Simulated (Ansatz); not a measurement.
## Electronic structure of Cl₂FGe₂H₃ in real space

```xyz
8

Ge    0.0131   -0.0196   -0.0615
F     0.5349   -0.2046    1.6048
Cl    1.8133    0.3836   -1.2046
Cl   -1.2408    1.7514   -0.0929
Ge   -1.1637   -2.0160   -0.8260
H    -2.4069   -2.2101    0.0713
H    -1.5683   -1.7663   -2.2965
H    -0.1869   -3.2080   -0.7072
```

Computed with Ansatz, RKS PBE/def2-SVP.

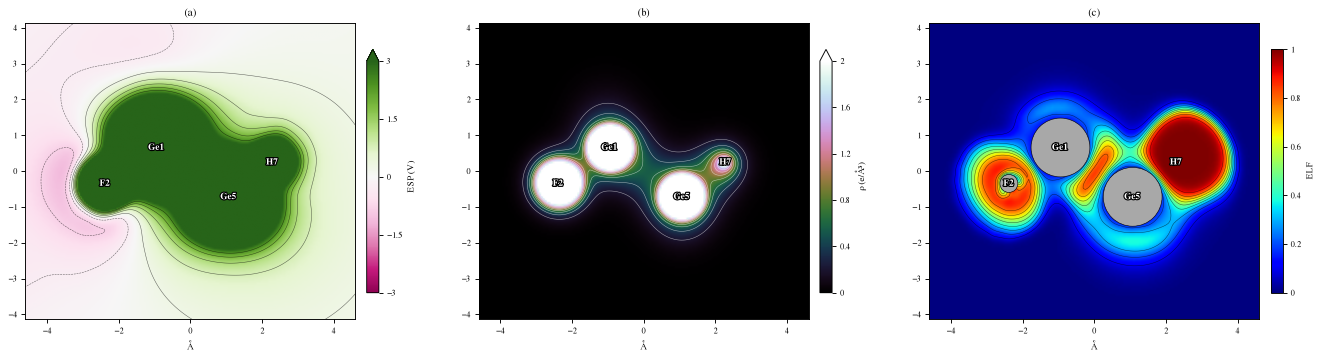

Figure 1. (a) electrostatic potential; (b) electron density; (c) electron localisation function on the plane of atoms F2, Ge1 and Ge5. Grey discs cover the atomic cores in the ELF map.

Interpret the plot.

Atoms in the plane: Ge, F and H.
Ge–F (1.76 Å): ρ is about 0.89 e/Å³ halfway; the ELF peaks at about 0.80 in the valence shell of F, 0.5 Å from its nucleus, and is about 0.25 at the midpoint.
Ge–Ge (2.44 Å): ρ is about 0.55 e/Å³ halfway; the ELF peaks at about 0.85 between the atoms; a shared electron pair.
Ge–H (1.55 Å): ρ at the midpoint is about 1 e/Å³; the ELF climbs to about 1 towards the hydrogen.
The ELF also peaks beside F2, away from the bonds: lone-pair regions.
Outside the dense part of the molecule the potential is most negative (−1.1 V) near F2.

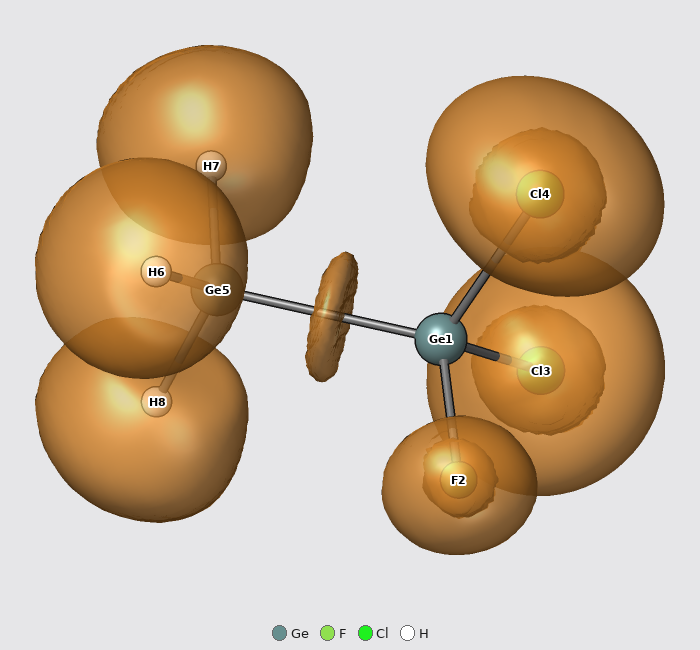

Figure 2. Isosurface of the electron localisation function at 0.75 (orange), seen at an oblique angle. Only the valence region is drawn (cores and ρ < 0.01 e/Å³ removed).

What do the ELF domains correspond to?

The surface consists of one region between bonded Ge–Ge atoms (shared pairs), three regions around hydrogen nuclei, two regions wrapped around Cl (the valence shell of each) and one region wrapped around F (its valence shell). Along the contacts the grid gives the following. Ge–Cl (2.17 Å): the ELF peaks at about 0.85 in the valence shell of Cl, 0.8 Å from its nucleus, and is about 0.65 at the midpoint.

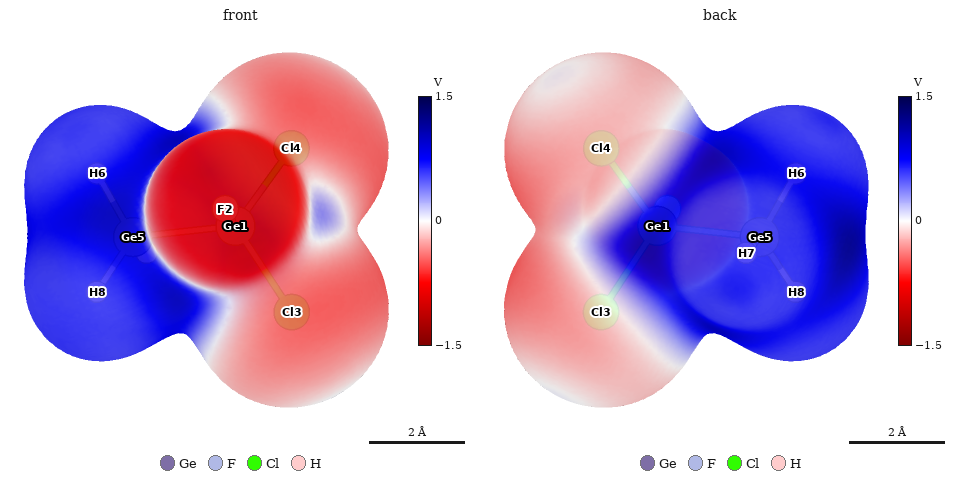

Figure 3. The electrostatic potential painted on the density surface at 0.001 e/bohr³, seen from the front and from behind; red is negative and blue positive.

Where is the surface potential most negative and most positive?

The most negative region (about −0.9 V, or −21 kcal/mol for a unit charge) lies over F2, the most positive (about +1.2 V, or +28 kcal/mol for a unit charge) over Ge5.

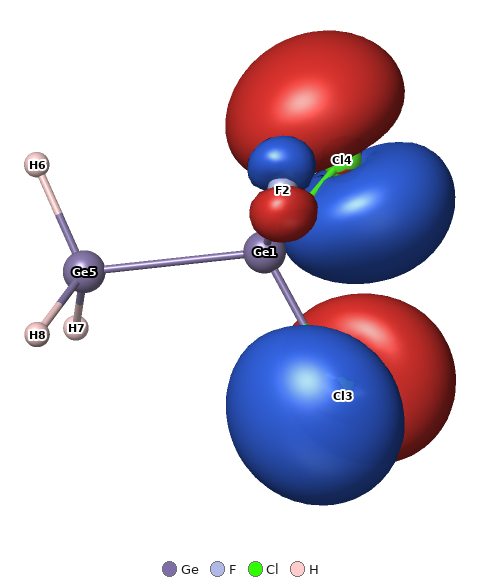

Figure 4. The HOMO−1 at ±0.08 Å⁻³ᐟ² (red and blue are the two phases), seen at a tilt.

Where does this orbital lie, and at what energy?

It lies mainly on Cl4 (about 45 %) and Cl3 (about 45 %); largely a combination of lone pairs on Cl4 and Cl3. Its energy is −7.66 eV.
